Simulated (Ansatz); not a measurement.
# BH4 (doublet): B2PLYP, RPA-PBE over a scan of the distance B1–H4 along a hydrogen transfer, cc-pVTZ

How well do these functionals follow the top wave-function level for BH4 (doublet) over a scan of the distance B1–H4 along a hydrogen transfer?

The runs use Ansatz 0.2.0, Gaussian basis; cc-pVTZ, all electrons in the functionals, frozen cores in the correlation of double hybrids and RPA.

Plan: B2PLYP, RPA-PBE, at 1.194 Å; 1.235 Å; 1.317 Å; 1.399 Å; 1.481 Å.

## 1. The system

The geometry derives from fragments relaxed apart (PBE0/def2-TZVP) and kept rigid, so it is no stationary point. A hydrogen atom is moved between rigid fragments.

5 atoms, charge 0, spin multiplicity 2.

Atoms are counted from 1 here; the program's logs count them from 0.

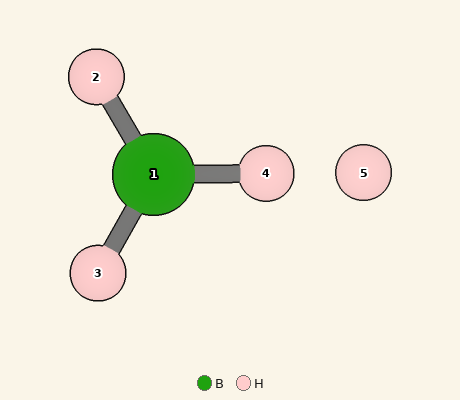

The geometry (boron green, hydrogen pink); atoms are numbered from 1 in the order of the file.

As a file:

```xyz
5
charge 0, multiplicity 2
B    -0.1512    0.0000    0.0000
H    -0.7479    1.0336    0.0000
H    -0.7479   -1.0336    0.0000
H     1.0423    0.0000    0.0000
H     2.0748    0.0000    0.0000
```

No dispersion term is added.

The geometry shown and the zero of energy belong to the point 1.194 Å. The yardstick, UCCSDT(Q), and other wave-function levels (R restricted, U unrestricted, valence and pair active spaces) come from earlier runs.

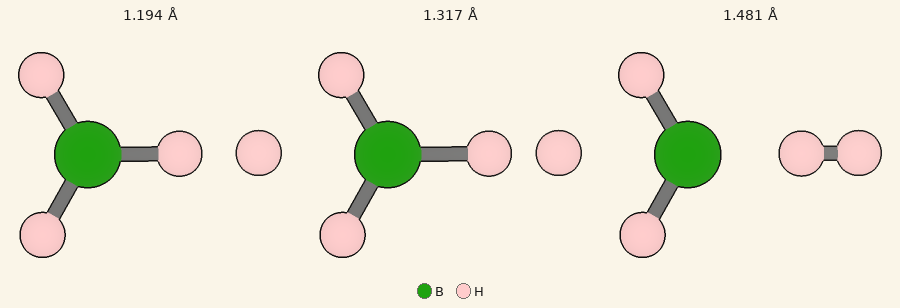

Three points of the scan; sticks are drawn by distance.

## 2. B2PLYP, 1.194 Å

in.yaml reads:

```yaml
crystal:
  periodic: [false, false, false]
  atoms:
    - {symbol: B, position_ang: [-0.151163, 0.000000, 0.000000]}
    - {symbol: H, position_ang: [-0.747896, 1.033571, 0.000000]}
    - {symbol: H, position_ang: [-0.747896, -1.033571, 0.000000]}
    - {symbol: H, position_ang: [1.042302, 0.000000, 0.000000]}
    - {symbol: H, position_ang: [2.074837, 0.000000, 0.000000]}
basis:
  gaussian: {orbitals: cc-pVTZ}
magnetization: {spin_polarized: true, initial_magnetization: 1}
hamiltonian: {xc: {name: B2PLYP}}
correlation: {electrons: outside_noble_gas}
```

The run is started by

```
$ ansatz run in.yaml --threads 2 --pin off --events-out ev --progress --plain --max-ram 16896MiB --backend cuda --devices 0, --max-vram 18GiB
```

Log:

```text
Functional definition: B2PLYP
  name "B2PLYP"
  cite "Grimme, J. Chem. Phys. 124, 034108 (2006) doi:10.1063/1.2148954"
  cite "Becke, Phys. Rev. A 38, 3098 (1988) doi:10.1103/PhysRevA.38.3098"
  cite "Lee, Yang & Parr, Phys. Rev. B 37, 785 (1988) doi:10.1103/PhysRevB.37.785"
  parameter a = 0.53
  parameter c = 0.27
  exchange = (1 - a)*b88_x + a*exact_x
  correlation = (1 - c)*lyp_c + c*(mp2_os + mp2_ss)
471 factors; integrals over basis functions are off by at most 1.6e-3 eV
mean field evaluation 1: about -734.7528 eV, gradient 7.4e0 eV
mean field evaluation 2: about -734.7498 eV, gradient 7.4e0 eV
mean field evaluation 4: about -735.2259 eV, gradient 9.2e-1 eV
mean field evaluation 8: about -735.2366 eV, gradient 1.3e-2 eV
mean field evaluation 16: about -735.2366 eV, gradient 2.2e-6 eV
mean field -735.23662867 eV, -27.0194477424 hartree, gradient 2.2e-6 eV, S^2 0.756523; 0 other end points of the search recorded, 0 dependent functions left out
1 core orbitals not correlated: weight in the atoms' cores, before any rotation towards them, 1.000 or more for the frozen orbitals, at most 0.000 for the correlated occupied ones
reference -735.23676000 eV, -27.0194525687 hartree; 4, 3 occupied and 81, 82 virtual orbitals, 471 factors
second order -4.06570039 eV of doubles, -0.00000000 eV of singles
Total energy: -736.33449911 eV, -27.0597937368 hartree
```

Wall time 1.4 s (1 × H100 (card shared with other runs) with 2 threads of AMD EPYC 7R13, shared host); peak host memory 0.75 GiB.

From the report: ⟨S²⟩ of the determinant 0.757 (pure doublet: 0.75).

## 3. B2PLYP, 1.235 Å

in.yaml reads:

```yaml
crystal:
  periodic: [false, false, false]
  atoms:
    - {symbol: B, position_ang: [-0.153983, 0.000000, 0.000000]}
    - {symbol: H, position_ang: [-0.750717, 1.033571, 0.000000]}
    - {symbol: H, position_ang: [-0.750717, -1.033571, 0.000000]}
    - {symbol: H, position_ang: [1.081017, 0.000000, 0.000000]}
    - {symbol: H, position_ang: [2.072017, 0.000000, 0.000000]}
basis:
  gaussian: {orbitals: cc-pVTZ}
magnetization: {spin_polarized: true, initial_magnetization: 1}
hamiltonian: {xc: {name: B2PLYP}}
correlation: {electrons: outside_noble_gas}
```

The command is unchanged.

Log, shortened:

```text
Functional definition: B2PLYP
  name "B2PLYP"
  cite "Grimme, J. Chem. Phys. 124, 034108 (2006) doi:10.1063/1.2148954"
  cite "Becke, Phys. Rev. A 38, 3098 (1988) doi:10.1103/PhysRevA.38.3098"
  cite "Lee, Yang & Parr, Phys. Rev. B 37, 785 (1988) doi:10.1103/PhysRevB.37.785"
[...]
471 factors; integrals over basis functions are off by at most 1.8e-3 eV
[...]
mean field -735.23419400 eV, -27.0193582698 hartree, gradient 2.3e-6 eV, S^2 0.757631; 0 other end points of the search recorded, 0 dependent functions left out
1 core orbitals not correlated: weight in the atoms' cores, before any rotation towards them, 1.000 or more for the frozen orbitals, at most 0.000 for the correlated occupied ones
reference -735.23432533 eV, -27.0193630962 hartree; 4, 3 occupied and 81, 82 virtual orbitals, 471 factors
second order -4.09164135 eV of doubles, -0.00000000 eV of singles
Total energy: -736.33906850 eV, -27.0599616587 hartree
```

Run time: 1.2 s. Hardware: 1 × H100 (card shared with other runs) with 2 threads of AMD EPYC 7R13, shared host; peak host memory 0.75 GiB.

From the report: ⟨S²⟩ of the determinant 0.758 (pure doublet: 0.75).

From 1.194 Å: -0.4 kJ/mol.

## 4. B2PLYP, 1.317 Å

in.yaml reads:

```yaml
crystal:
  periodic: [false, false, false]
  atoms:
    - {symbol: B, position_ang: [-0.159552, 0.000000, 0.000000]}
    - {symbol: H, position_ang: [-0.756285, 1.033571, 0.000000]}
    - {symbol: H, position_ang: [-0.756285, -1.033571, 0.000000]}
    - {symbol: H, position_ang: [1.157448, 0.000000, 0.000000]}
    - {symbol: H, position_ang: [2.066448, 0.000000, 0.000000]}
basis:
  gaussian: {orbitals: cc-pVTZ}
magnetization: {spin_polarized: true, initial_magnetization: 1}
hamiltonian: {xc: {name: B2PLYP}}
correlation: {electrons: outside_noble_gas}
```

Same command.

Log, shortened:

```text
Functional definition: B2PLYP
  name "B2PLYP"
  cite "Grimme, J. Chem. Phys. 124, 034108 (2006) doi:10.1063/1.2148954"
  cite "Becke, Phys. Rev. A 38, 3098 (1988) doi:10.1103/PhysRevA.38.3098"
  cite "Lee, Yang & Parr, Phys. Rev. B 37, 785 (1988) doi:10.1103/PhysRevB.37.785"
[...]
472 factors; integrals over basis functions are off by at most 1.1e-3 eV
[...]
mean field -735.18712620 eV, -27.0176285602 hartree, gradient 3.7e-6 eV, S^2 0.759568; 2 other end points of the search recorded, 0 dependent functions left out
1 core orbitals not correlated: weight in the atoms' cores, before any rotation towards them, 1.000 or more for the frozen orbitals, at most 0.000 for the correlated occupied ones
reference -735.18725696 eV, -27.0176333656 hartree; 4, 3 occupied and 81, 82 virtual orbitals, 472 factors
second order -4.13068297 eV of doubles, -0.00000000 eV of singles
Total energy: -736.30254137 eV, -27.0586193114 hartree
```

Run time: 2.3 s. Hardware: 1 × H100 (card shared with other runs) with 2 threads of AMD EPYC 7R13, shared host; peak host memory 0.75 GiB.

From the report: ⟨S²⟩ of the determinant 0.760 (pure doublet: 0.75).

From 1.194 Å: +3.1 kJ/mol.

## 5. B2PLYP, 1.399 Å

in.yaml reads:

```yaml
crystal:
  periodic: [false, false, false]
  atoms:
    - {symbol: B, position_ang: [-0.165120, 0.000000, 0.000000]}
    - {symbol: H, position_ang: [-0.761854, 1.033571, 0.000000]}
    - {symbol: H, position_ang: [-0.761854, -1.033571, 0.000000]}
    - {symbol: H, position_ang: [1.233880, 0.000000, 0.000000]}
    - {symbol: H, position_ang: [2.060880, 0.000000, 0.000000]}
basis:
  gaussian: {orbitals: cc-pVTZ}
magnetization: {spin_polarized: true, initial_magnetization: 1}
hamiltonian: {xc: {name: B2PLYP}}
correlation: {electrons: outside_noble_gas}
```

Same command.

Log, shortened:

```text
Functional definition: B2PLYP
  name "B2PLYP"
  cite "Grimme, J. Chem. Phys. 124, 034108 (2006) doi:10.1063/1.2148954"
  cite "Becke, Phys. Rev. A 38, 3098 (1988) doi:10.1103/PhysRevA.38.3098"
  cite "Lee, Yang & Parr, Phys. Rev. B 37, 785 (1988) doi:10.1103/PhysRevB.37.785"
[...]
468 factors; integrals over basis functions are off by at most 1.1e-3 eV
[...]
mean field -735.11590425 eV, -27.0150112016 hartree, gradient 1.7e-6 eV, S^2 0.760126; 2 other end points of the search recorded, 0 dependent functions left out
1 core orbitals not correlated: weight in the atoms' cores, before any rotation towards them, 1.000 or more for the frozen orbitals, at most 0.000 for the correlated occupied ones
reference -735.11603409 eV, -27.0150159731 hartree; 4, 3 occupied and 81, 82 virtual orbitals, 468 factors
second order -4.14237499 eV of doubles, -0.00000000 eV of singles
Total energy: -736.23447533 eV, -27.0561179309 hartree
```

It took 2 s on 1 × H100 (card shared with other runs) with 2 threads of AMD EPYC 7R13, shared host; peak host memory 0.75 GiB.

From the report: ⟨S²⟩ of the determinant 0.760 (pure doublet: 0.75).

From 1.194 Å: +9.7 kJ/mol.

## 6. B2PLYP, 1.481 Å

in.yaml reads:

```yaml
crystal:
  periodic: [false, false, false]
  atoms:
    - {symbol: B, position_ang: [-0.170689, 0.000000, 0.000000]}
    - {symbol: H, position_ang: [-0.767422, 1.033571, 0.000000]}
    - {symbol: H, position_ang: [-0.767422, -1.033571, 0.000000]}
    - {symbol: H, position_ang: [1.310311, 0.000000, 0.000000]}
    - {symbol: H, position_ang: [2.055311, 0.000000, 0.000000]}
basis:
  gaussian: {orbitals: cc-pVTZ}
magnetization: {spin_polarized: true, initial_magnetization: 1}
hamiltonian: {xc: {name: B2PLYP}}
correlation: {electrons: outside_noble_gas}
```

The command is unchanged.

Log, shortened:

```text
Functional definition: B2PLYP
  name "B2PLYP"
  cite "Grimme, J. Chem. Phys. 124, 034108 (2006) doi:10.1063/1.2148954"
  cite "Becke, Phys. Rev. A 38, 3098 (1988) doi:10.1103/PhysRevA.38.3098"
  cite "Lee, Yang & Parr, Phys. Rev. B 37, 785 (1988) doi:10.1103/PhysRevB.37.785"
[...]
466 factors; integrals over basis functions are off by at most 1.8e-3 eV
[...]
mean field -735.00532510 eV, -27.0109474929 hartree, gradient 1.8e-6 eV, S^2 0.758813; 2 other end points of the search recorded, 0 dependent functions left out
1 core orbitals not correlated: weight in the atoms' cores, before any rotation towards them, 1.000 or more for the frozen orbitals, at most 0.000 for the correlated occupied ones
reference -735.00545471 eV, -27.0109522559 hartree; 4, 3 occupied and 81, 82 virtual orbitals, 466 factors
second order -4.12144581 eV of doubles, -0.00000000 eV of singles
Total energy: -736.11824507 eV, -27.0518465476 hartree
```

It took 1.9 s on 1 × H100 (card shared with other runs) with 2 threads of AMD EPYC 7R13, shared host; peak host memory 0.75 GiB.

From the report: ⟨S²⟩ of the determinant 0.759 (pure doublet: 0.75).

From 1.194 Å: +20.9 kJ/mol.

## 7. RPA-PBE, 1.194 Å

in.yaml reads:

```yaml
crystal:
  periodic: [false, false, false]
  atoms:
    - {symbol: B, position_ang: [-0.151163, 0.000000, 0.000000]}
    - {symbol: H, position_ang: [-0.747896, 1.033571, 0.000000]}
    - {symbol: H, position_ang: [-0.747896, -1.033571, 0.000000]}
    - {symbol: H, position_ang: [1.042302, 0.000000, 0.000000]}
    - {symbol: H, position_ang: [2.074837, 0.000000, 0.000000]}
basis:
  gaussian: {orbitals: cc-pVTZ}
magnetization: {spin_polarized: true, initial_magnetization: 1}
hamiltonian: {xc: {name: PBE}}
correlation: {method: rpa, electrons: outside_noble_gas}
```

The command is unchanged.

Log, shortened:

```text
Functional definition: PBE
  name "PBE"
  cite "Perdew, Burke & Ernzerhof, Phys. Rev. Lett. 77, 3865 (1996) doi:10.1103/PhysRevLett.77.3865"
  parent pbe
[...]
471 factors; integrals over basis functions are off by at most 1.6e-3 eV
[...]
mean field -735.70649551 eV, -27.0367150302 hartree, gradient 2.4e-6 eV, S^2 0.752742; 5 other end points of the search recorded, 0 dependent functions left out
1 core orbitals not correlated: weight in the atoms' cores, before any rotation towards them, 1.000 or more for the frozen orbitals, at most 0.000 for the correlated occupied ones
reference -730.72457168 eV, -26.8536327063 hartree; 4, 3 occupied and 81, 82 virtual orbitals, 471 factors
Total energy: -738.25211169 eV, -27.1302646992 hartree
```

It took 2 s on 1 × H100 (card shared with other runs) with 2 threads of AMD EPYC 7R13, shared host; peak host memory 0.85 GiB.

From the report: ⟨S²⟩ of the determinant 0.753 (pure doublet: 0.75).

## 8. RPA-PBE, 1.235 Å

in.yaml reads:

```yaml
crystal:
  periodic: [false, false, false]
  atoms:
    - {symbol: B, position_ang: [-0.153983, 0.000000, 0.000000]}
    - {symbol: H, position_ang: [-0.750717, 1.033571, 0.000000]}
    - {symbol: H, position_ang: [-0.750717, -1.033571, 0.000000]}
    - {symbol: H, position_ang: [1.081017, 0.000000, 0.000000]}
    - {symbol: H, position_ang: [2.072017, 0.000000, 0.000000]}
basis:
  gaussian: {orbitals: cc-pVTZ}
magnetization: {spin_polarized: true, initial_magnetization: 1}
hamiltonian: {xc: {name: PBE}}
correlation: {method: rpa, electrons: outside_noble_gas}
```

Launched as before.

Log, shortened:

```text
Functional definition: PBE
  name "PBE"
  cite "Perdew, Burke & Ernzerhof, Phys. Rev. Lett. 77, 3865 (1996) doi:10.1103/PhysRevLett.77.3865"
  parent pbe
[...]
471 factors; integrals over basis functions are off by at most 1.8e-3 eV
[...]
mean field -735.73191443 eV, -27.0376491584 hartree, gradient 2.4e-6 eV, S^2 0.753064; 5 other end points of the search recorded, 0 dependent functions left out
1 core orbitals not correlated: weight in the atoms' cores, before any rotation towards them, 1.000 or more for the frozen orbitals, at most 0.000 for the correlated occupied ones
reference -730.69716734 eV, -26.8526256154 hartree; 4, 3 occupied and 81, 82 virtual orbitals, 471 factors
Total energy: -738.26354455 eV, -27.1306848494 hartree
```

It took 2.2 s on 1 × H100 (card shared with other runs) with 2 threads of AMD EPYC 7R13, shared host; peak host memory 0.85 GiB.

From the report: ⟨S²⟩ of the determinant 0.753 (pure doublet: 0.75).

From 1.194 Å: -1.1 kJ/mol.

## 9. RPA-PBE, 1.317 Å

in.yaml reads:

```yaml
crystal:
  periodic: [false, false, false]
  atoms:
    - {symbol: B, position_ang: [-0.159552, 0.000000, 0.000000]}
    - {symbol: H, position_ang: [-0.756285, 1.033571, 0.000000]}
    - {symbol: H, position_ang: [-0.756285, -1.033571, 0.000000]}
    - {symbol: H, position_ang: [1.157448, 0.000000, 0.000000]}
    - {symbol: H, position_ang: [2.066448, 0.000000, 0.000000]}
basis:
  gaussian: {orbitals: cc-pVTZ}
magnetization: {spin_polarized: true, initial_magnetization: 1}
hamiltonian: {xc: {name: PBE}}
correlation: {method: rpa, electrons: outside_noble_gas}
```

Same command.

Log, shortened:

```text
Functional definition: PBE
  name "PBE"
  cite "Perdew, Burke & Ernzerhof, Phys. Rev. Lett. 77, 3865 (1996) doi:10.1103/PhysRevLett.77.3865"
  parent pbe
[...]
472 factors; integrals over basis functions are off by at most 1.1e-3 eV
[...]
mean field -735.72577112 eV, -27.0374233956 hartree, gradient 2.3e-6 eV, S^2 0.753605; 6 other end points of the search recorded, 0 dependent functions left out
1 core orbitals not correlated: weight in the atoms' cores, before any rotation towards them, 1.000 or more for the frozen orbitals, at most 0.000 for the correlated occupied ones
reference -730.61280584 eV, -26.8495253874 hartree; 4, 3 occupied and 81, 82 virtual orbitals, 472 factors
Total energy: -738.24593680 eV, -27.1300377762 hartree
```

Run time: 2.3 s. Hardware: 1 × H100 (card shared with other runs) with 2 threads of AMD EPYC 7R13, shared host; peak host memory 0.85 GiB.

From the report: ⟨S²⟩ of the determinant 0.754 (pure doublet: 0.75).

From 1.194 Å: +0.6 kJ/mol.

## 10. RPA-PBE, 1.399 Å

in.yaml reads:

```yaml
crystal:
  periodic: [false, false, false]
  atoms:
    - {symbol: B, position_ang: [-0.165120, 0.000000, 0.000000]}
    - {symbol: H, position_ang: [-0.761854, 1.033571, 0.000000]}
    - {symbol: H, position_ang: [-0.761854, -1.033571, 0.000000]}
    - {symbol: H, position_ang: [1.233880, 0.000000, 0.000000]}
    - {symbol: H, position_ang: [2.060880, 0.000000, 0.000000]}
basis:
  gaussian: {orbitals: cc-pVTZ}
magnetization: {spin_polarized: true, initial_magnetization: 1}
hamiltonian: {xc: {name: PBE}}
correlation: {method: rpa, electrons: outside_noble_gas}
```

Same command.

Log, shortened:

```text
Functional definition: PBE
  name "PBE"
  cite "Perdew, Burke & Ernzerhof, Phys. Rev. Lett. 77, 3865 (1996) doi:10.1103/PhysRevLett.77.3865"
  parent pbe
[...]
468 factors; integrals over basis functions are off by at most 1.1e-3 eV
[...]
mean field -735.66529677 eV, -27.0352010044 hartree, gradient 2.0e-6 eV, S^2 0.753795; 6 other end points of the search recorded, 0 dependent functions left out
1 core orbitals not correlated: weight in the atoms' cores, before any rotation towards them, 1.000 or more for the frozen orbitals, at most 0.000 for the correlated occupied ones
reference -730.52919430 eV, -26.8464527202 hartree; 4, 3 occupied and 81, 82 virtual orbitals, 468 factors
Total energy: -738.20288692 eV, -27.1284557225 hartree
```

Wall time 2.6 s (1 × H100 (card shared with other runs) with 2 threads of AMD EPYC 7R13, shared host); peak host memory 0.85 GiB.

From the report: ⟨S²⟩ of the determinant 0.754 (pure doublet: 0.75).

From 1.194 Å: +4.7 kJ/mol.

## 11. RPA-PBE, 1.481 Å

in.yaml reads:

```yaml
crystal:
  periodic: [false, false, false]
  atoms:
    - {symbol: B, position_ang: [-0.170689, 0.000000, 0.000000]}
    - {symbol: H, position_ang: [-0.767422, 1.033571, 0.000000]}
    - {symbol: H, position_ang: [-0.767422, -1.033571, 0.000000]}
    - {symbol: H, position_ang: [1.310311, 0.000000, 0.000000]}
    - {symbol: H, position_ang: [2.055311, 0.000000, 0.000000]}
basis:
  gaussian: {orbitals: cc-pVTZ}
magnetization: {spin_polarized: true, initial_magnetization: 1}
hamiltonian: {xc: {name: PBE}}
correlation: {method: rpa, electrons: outside_noble_gas}
```

Same command.

Log, shortened:

```text
Functional definition: PBE
  name "PBE"
  cite "Perdew, Burke & Ernzerhof, Phys. Rev. Lett. 77, 3865 (1996) doi:10.1103/PhysRevLett.77.3865"
  parent pbe
[...]
466 factors; integrals over basis functions are off by at most 1.8e-3 eV
[...]
mean field -735.52930633 eV, -27.0302034479 hartree, gradient 1.9e-6 eV, S^2 0.753532; 6 other end points of the search recorded, 0 dependent functions left out
1 core orbitals not correlated: weight in the atoms' cores, before any rotation towards them, 1.000 or more for the frozen orbitals, at most 0.000 for the correlated occupied ones
reference -730.43532640 eV, -26.8430031384 hartree; 4, 3 occupied and 81, 82 virtual orbitals, 466 factors
Total energy: -738.11190104 eV, -27.1251120530 hartree
```

Wall time 3.7 s (1 × H100 (card shared with other runs) with 2 threads of AMD EPYC 7R13, shared host); peak host memory 0.85 GiB.

From the report: ⟨S²⟩ of the determinant 0.754 (pure doublet: 0.75).

From 1.194 Å: +13.5 kJ/mol.

## 12. Against the wave-function levels

The yardstick is UCCSDT(Q), where the cluster series has nearly closed. It comes from earlier runs at the same points. Energies in kJ/mol, counted from 1.194 Å; blanks weren't run or aren't comparable.

```tsv
level	1.194 Å	1.235 Å	1.317 Å	1.399 Å	1.481 Å
UCCSDT(Q)	0.0	-0.2	3.6	10.0	20.6
B2PLYP	0.0	-0.4	3.1	9.7	20.9
RPA-PBE	0.0	-1.1	0.6	4.7	13.5
```

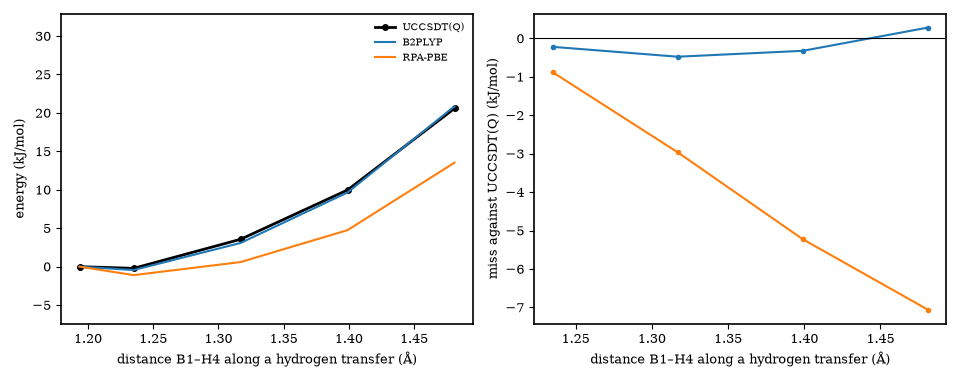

Left: the curves (the axis may cut off levels that run far away). Right: misses against UCCSDT(Q), in the same colours.

Largest miss and mean time a point (UCCSDT(Q) took 4.6 s a point; shared hosts):

```tsv
level	largest miss (kJ/mol)	where	time a point
B2PLYP	-0.5	1.317 Å	1.8 s
RPA-PBE	-7.1	1.481 Å	2.6 s
```

## 13. What came out

| quantity | value |
| --- | --- |
| span of the UCCSDT(Q) curve | 20.8 kJ/mol |
| largest miss, B2PLYP | -0.5 kJ/mol (1.317 Å) |
| largest miss, RPA-PBE | -7.1 kJ/mol (1.481 Å) |

**Reading.** Of the functionals, B2PLYP keep the smallest largest miss at the points compared (at most 0.5 kJ/mol) and RPA-PBE strays most (7.1 kJ/mol, at 1.481 Å). Functionals and the yardstick converge differently with the basis, so part of each miss in cc-pVTZ is the basis.
